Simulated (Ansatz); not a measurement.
Fields on a plane of Cu (fcc, Cu type)

```yaml
crystal:
  lattice:
    - [0.00000, 1.81440, 1.81440]
    - [1.81440, 0.00000, 1.81440]
    - [1.81440, 1.81440, 0.00000]
  atoms:
    - { symbol: Cu, position: [0.00000, 0.00000, 0.00000] }
```

The slice is a {110} plane (indices of the conventional cell) through the point (0.000, 0.000, 0.000) (fractional), spanned by u = [100] and v = [1 -1 -1] in vectors of this cell: u (2.57 Å) and v (3.63 Å, at 90° to u). It covers one period; positions are fractions (u, v).

Atoms on it: Cu at (0.00, 0.00).

These are PBE (plane waves to 420 eV, PAW, scalar-relativistic; Ansatz, a program for electronic structure) values and carry that method's errors. k mesh 22×22×22. These are valence fields of a PAW run, semicore shells included where kept as valence: close to a nucleus they are smooth pseudo fields. Cu is run without spin polarisation. Cu was relaxed with its symmetry unable to fall. The PAW data are Ansatz's earlier set.

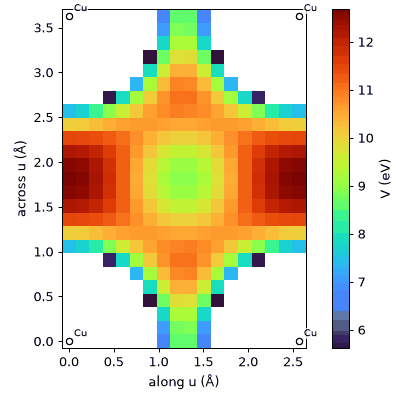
Fig. 1. Electrostatic potential energy of an electron, from the cell's mean, in eV, one period of the plane, atoms marked. Points within 1 Å of a nucleus are left white, as the pseudised field means little there. The zero, the cell's mean, hangs on the PAW cores.

```
|@@%*=-:....:-=*%@|
|%%#+=:... ..:=+#%|
|**+=-:..  ..:-=+*|
|+==-:..    ..:-==|
|--::...    ...::-|
|::....      ....:|
|....          ...|
|                 |
|                 |
|                 |
|        .        |
|        ..       |
|         .       |
|                 |
|                 |
|                 |
|....          ...|
|::....      ....:|
|--::...    ...::-|
|+==-:..    ..:-==|
|**+=-:..  ..:-=+*|
|%%#+=:.. ...:=+#%|
|@@%*=-:....:-=*%@|
|@@%*+-:....:-+*%@|
```
Scale: ten equal steps from -0.87 (start of ' ') to 1.90 (end of '@'), in the order ' .:-=+*#%@'. Values: log₁₀ of the valence density in e/Å³. The map has 17 points along u (one character each, u = 0 at the left) and 24 along v (v = 0 in the bottom row). The scale is logarithmic, as a density can span decades between atoms and voids.

* **Density on the Cu–Cu line (2.57 Å) at its midpoint**: 0.27 e/Å³
* **ELF at that point**: 0.2
